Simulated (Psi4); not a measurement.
# [SF3]+ (SMILES F[S+](F)F) at wB97X-V/6-311+G(d,p)

What is the vertical ionisation energy of [SF3]+ at wB97X-V/6-311+G**? 

Program for the calculation: Psi4 1.11.

1 further run of the same task is left out (it didn't finish).

**1. The system as given**

[SF3]+ has 4 atoms, charge +1, and is taken as a singlet. As SMILES, `F[S+](F)F`. Geometry: relaxed at PBE0-D4/def2-TZVP.

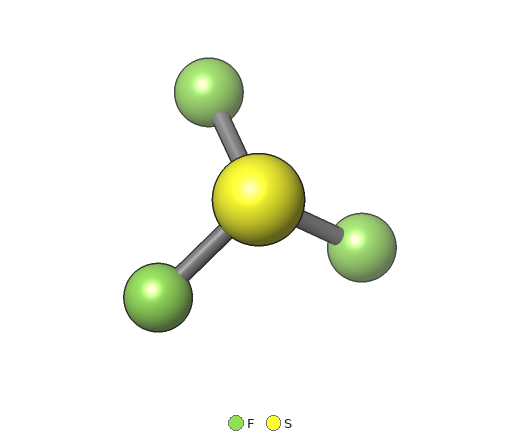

Viewed from a chosen angle; fluorine green, sulfur yellow.

**2. The energy at wB97X-V/6-311+G(d,p)**

The input, f3s.xyz:

```xyz
4
F3S
F      0.623020     0.191030     1.167760
S      0.432770    -0.058560    -0.301740
F     -0.545420    -1.197460    -0.238600
F     -0.510370     1.064990    -0.627420
```

The input, f3s_ase.py:

```python
import numpy as np
from ase.calculators.psi4 import Psi4
from ase.io import read

mol = read('f3s.xyz')
calc = Psi4(atoms=mol, method='wb97x-v', basis='6-311+G**', memory='2200MB', num_threads=1, charge=1, multiplicity=1, label='psi4-calc')
calc.psi4.set_options({'puream': True, 'e_convergence': 1e-09, 'd_convergence': 1e-08, 'scf_type': 'pk', 'dft_radial_points': 99, 'dft_spherical_points': 590})
mol.calc = calc

print(f'energy: {mol.get_potential_energy():.6f} eV')
```

Command:

```sh
$ python f3s_ase.py
```

psi4-calc.dat:

```text
[...]
  Running in c1 symmetry.
[...]
  Nuclear repulsion =  208.144192226354278
[...]
  Multiplicity = 1
[...]
  Nalpha       = 21
  Nbeta        = 21
[...]
    Number of basis functions: 96
[...]
   @RKS iter   1:  -697.07375455561032    8.19733e-01   6.44121e-03 ADIIS/DIIS
[...]
   @RKS iter  11:  -697.21441922718600   -4.54747e-12   3.38295e-09 DIIS
[...]
    Orbital Energies [Eh]
    ---------------------
    Doubly Occupied:
       1A    -89.457388     2A    -25.141151     3A    -25.141149
       4A    -25.141140     5A     -8.620521     6A     -6.576767
       7A     -6.576767     8A     -6.566408     9A     -1.817625
      10A     -1.723595    11A     -1.723593    12A     -1.213750
      13A     -1.047736    14A     -1.047736    15A     -1.021336
      16A     -0.938415    17A     -0.938414    18A     -0.890334
      19A     -0.890333    20A     -0.870934    21A     -0.801566
[...]
  @RKS Final Energy:  -697.21441922718600
   => Energetics <=
    Nuclear Repulsion Energy =            208.1441922263542779
    One-Electron Energy =               -1365.9226088654856994
    Two-Electron Energy =                 502.3927263580839053
    DFT Exchange-Correlation Energy =     -42.0039988913777904
    Empirical Dispersion Energy =           0.0000000000000000
    VV10 Nonlocal Energy =                  0.1752699452392967
    Total Energy =                       -697.2144192271859993
[...]
 Multipole Moments:
 ------------------------------------------------------------------------------------
     Multipole            Electronic (a.u.)      Nuclear  (a.u.)        Total (a.u.)
 ------------------------------------------------------------------------------------
 L = 1.  Multiply by 2.5417464519 to convert [e a0] to [Debye]
 Dipole X            :          0.0626492            0.5966121            0.6592613
 Dipole Y            :         -0.0084823           -0.0807302           -0.0892125
 Dipole Z            :         -0.0436703           -0.4159756           -0.4596459
 Magnitude           :                                                    0.8086153
[...]
```

The script printed:

```text
energy: -18972.170703 eV
```

Wall time 79 s (1 thread of Intel Xeon at 2.50GHz (Skylake/Cascade Lake), shared host); peak memory 0.95 GiB.

**3. Doublet [SF3]2+ at the same level**

The input, run_ase.py:

```python
import numpy as np
from ase.calculators.psi4 import Psi4
from ase import Atoms

mol = Atoms(['F', 'S', 'F', 'F'], positions=[
    [0.623020, 0.191030, 1.167760],
    [0.432770, -0.058560, -0.301740],
    [-0.545420, -1.197460, -0.238600],
    [-0.510370, 1.064990, -0.627420],
])
calc = Psi4(atoms=mol, method='wb97x-v', basis='6-311+G**', memory='2200MB', num_threads=1, charge=2, multiplicity=2, label='psi4-calc', reference='uks')
calc.psi4.set_options({'puream': True, 'e_convergence': 1e-09, 'd_convergence': 1e-08, 'scf_type': 'pk', 'dft_radial_points': 99, 'dft_spherical_points': 590, 'maxiter': 100})
mol.calc = calc

print(f'energy: {mol.get_potential_energy():.6f} eV')
```

Command:

```sh
$ python run_ase.py
```

psi4-calc.dat:

```text
[...]
  Running in c1 symmetry.
[...]
  Nuclear repulsion =  208.144192226354278
[...]
  Multiplicity = 2
[...]
  Nalpha       = 21
  Nbeta        = 20
[...]
    Number of basis functions: 96
[...]
   @UKS iter   1:  -696.14090829579061    1.75258e+00   7.55345e-03 DIIS/ADIIS
[...]
   @UKS iter  13:  -696.38856702658120   -1.56888e-11   7.59087e-09 DIIS
[...]
   @S^2 Observed:                7.592457963E-01
[...]
    Orbital Energies [Eh]
    ---------------------
    Alpha Occupied:
       1A    -89.849307     2A    -25.491721     3A    -25.491720
       4A    -25.491711     5A     -9.004234     6A     -6.959343
       7A     -6.959081     8A     -6.959081     9A     -2.151348
      10A     -2.056842    11A     -2.056840    12A     -1.553722
      13A     -1.374769    14A     -1.374768    15A     -1.356575
      16A     -1.262209    17A     -1.262208    18A     -1.211276
      19A     -1.211275    20A     -1.189414    21A     -1.170253
    Alpha Virtual:
      22A     -0.588749    23A     -0.588748    24A     -0.462683
      25A     -0.309322    26A     -0.246720    27A     -0.237927
[...]
  @UKS Final Energy:  -696.38856702658120
   => Energetics <=
    Nuclear Repulsion Energy =            208.1441922263542779
    One-Electron Energy =               -1351.2980613127328979
    Two-Electron Energy =                 488.3159235125232271
    DFT Exchange-Correlation Energy =     -41.7229234214125952
    Empirical Dispersion Energy =           0.0000000000000000
    VV10 Nonlocal Energy =                  0.1723019686865949
    Total Energy =                       -696.3885670265813133
[...]
 Multipole Moments:
 ------------------------------------------------------------------------------------
     Multipole            Electronic (a.u.)      Nuclear  (a.u.)        Total (a.u.)
 ------------------------------------------------------------------------------------
 L = 1.  Multiply by 2.5417464519 to convert [e a0] to [Debye]
 Dipole X            :          0.3616307            0.5966121            0.9582428
 Dipole Y            :         -0.0489355           -0.0807302           -0.1296657
 Dipole Z            :         -0.2521422           -0.4159756           -0.6681177
 Magnitude           :                                                    1.1753399
[...]
```

The script printed:

```text
energy: -18949.698120 eV
```

Run time: 1.7 min. Hardware: 1 thread of Intel Xeon at 2.50GHz (Skylake/Cascade Lake), shared host; peak memory 0.95 GiB.

**4. Outcome**

Level: wB97X-V/6-311+G**.

| quantity | value |
| --- | --- |
| singlet [SF3]+: total energy | -697.21442 Eh |
| singlet [SF3]+: HOMO energy | -21.81 eV |
| singlet [SF3]+: LUMO energy | -6.81 eV |
| singlet [SF3]+: HOMO–LUMO gap | 15.00 eV |
| doublet [SF3]2+: total energy | -696.38857 Eh |
| doublet [SF3]2+: HOMO energy (highest over α and β) | -31.84 eV |
| doublet [SF3]2+: LUMO energy (lowest over α and β) | -23.12 eV |
| doublet [SF3]2+: ⟨S²⟩ | 0.759 |
| vertical ionisation energy (to the doublet dication) | 22.473 eV |

What this shows: The vertical ionisation energy comes to 22.47 eV (518 kcal/mol). −ε(HOMO) before ionisation, 21.81 eV, is 0.66 eV below this ionisation energy.
